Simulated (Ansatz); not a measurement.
Consider BAs in the zinc blende structure (space group F-43m, No. 216; a = 4.7679 Å).

It is then changed as follows: an isotropic linear strain of −0.55 %; the atoms relax in the strained cell.

Method: Ansatz (a quantum-chemistry and plane-wave program), PBEsol, PAW, cutoff 420 eV, without spin-orbit coupling.

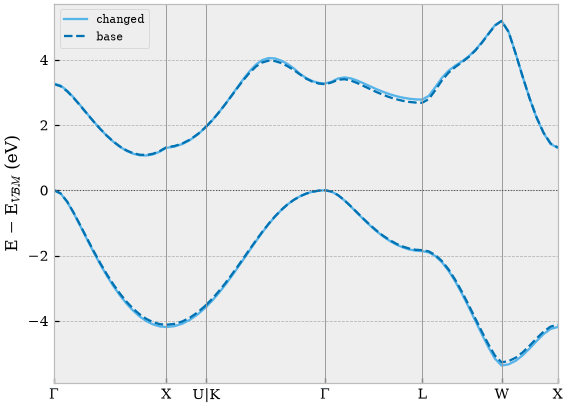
Highest valence and lowest conduction band along the path, each from its own valence-band maximum

Task: Read the changed gap and its character from the plot.

Result: About 1.1 eV, indirect, Γ → Γ–X (82 % along).

Whether these cells are dynamically stable was not tested.
